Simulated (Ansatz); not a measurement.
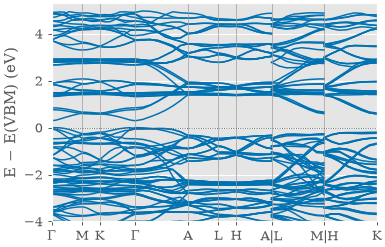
Figure. Band structure from PBE in the plane-wave PAW code Ansatz

Problem. Read off the gap and where the band edges lie.

Solution. About 0.3 eV (0.29 eV by a search for the band edges); maximum on the K–Γ line, 94 % of the way from K, minimum at Γ.

Problem. Pick the material that matches.
A) SnTe, P6_3mc (Sn on 2b, Te on 2b)
B) BaTiS3, P6_3cm (Pearson symbol hP30)
C) TlBr, NiAs type

Solution. B, BaTiS3, P6_3cm (Pearson symbol hP30)

The start of the workflow was typed in or built on a structure type; neither database checked (COD, Materials Project) lists it. COD files the formula under space group No. 194, so this cell is another polymorph or a model. Its standing as an ambient phase is unchecked. The PBE relaxation kept the symmetry of its start; whether a distortion lowers the energy is not shown. The workflow began spin-polarised and lost its moments. Scalar-relativistic: spin–orbit coupling is off unless named, which matters more the heavier the elements.

Potentials: the later of the program's two PAW sets.
